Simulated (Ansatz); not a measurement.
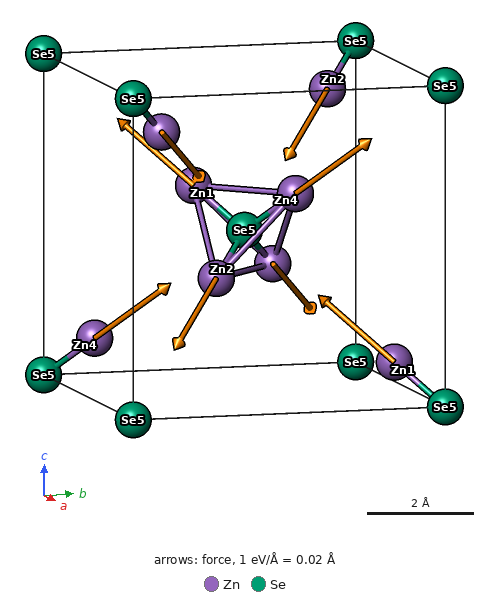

Starting geometry of a crystal of Zn4Se (a generated structure, set up in I-43m) (coarse preliminary run) with the computed forces as orange arrows. Style: ball-and-stick. Shown: the conventional cell (2 times the calculation's cell), slightly off an axis. Lengths and directions refer to the drawn axes.

Computed with Ansatz, DFT PBE, scalar-relativistic, plane waves, PAW. Set-up: plane-wave cutoff 420 eV; k-point mesh 4 × 4 × 4; occupations gaussian; smearing width 0.1 eV; no spin polarisation; cell and atoms relaxed; force threshold 0.04 eV/Å; at most 70 steps.

> What follows when this structure is relaxed?

It isn't relaxed: the largest force vector, on Zn atoms, is 101.99 eV/Å. The atoms end up moving mostly along the starting forces (cosine between the two patterns 1.00). The energy falls by 20789 meV per atom in 10 accepted moves (12 points after the start). The largest force component goes from 59 to 0.0046 eV/Å. Pressure: 246.21 GPa at the start and −0.15 GPa at the end. The SCF was repeated twice at an unchanged geometry on a basis and grid sized afresh for the cell, which shifted the energy by 0.7 meV per atom at most. The largest moves relative to the cell, 1.29 Å, are those of Zn atoms. Se stays in place. The volume changes by −4.2 %, with a = b = c 6.142 → 6.054 Å (−1.4 %). Among the contacts that change: Zn–Zn 2.204 → 4.285 Å, Se–Zn 3.970 → 2.619 Å, Se–Zn 1.349 → 2.624 Å. New bonds form: Se–Zn (3.97 → 2.62 Å). Bonds break: Zn–Zn (2.20 → 4.28 Å). The space group (tolerance 0.01 Å) goes from I-43m (No. 217) to Im-3m (No. 229). The run took 60 s on 1 thread of Arm Neoverse V2, on a shared host, peak memory 0.35 GiB.
